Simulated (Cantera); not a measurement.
A closed system holds: 1 mol trisilylamine, a varied amount of N₂, 0.21 mol NH₃, held at 1400 K and 0.100 bar.

Method: chemical equilibrium by Gibbs-energy minimisation in Cantera with the NASA 1993 tables (ideal gas, pure condensed phases). Candidate condensed phases: Si, Si₃N₄; 18 gas species. The feed counts by its element totals alone. Mutual solubility and eutectic melting of coexisting phases are not modelled. Kinetics and transport are ignored.

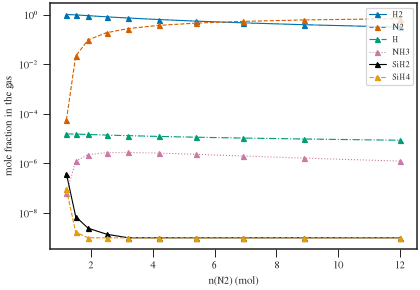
Figure: Equilibrium gas composition (values under 1e-9 drawn at 1e-9)

Problem. Read off the mole fractions at 6.9 mol N₂.

Solution. N₂ about 0.53, H₂ about 0.47, H about 1.1e-5, NH₃ about 2.0e-6.
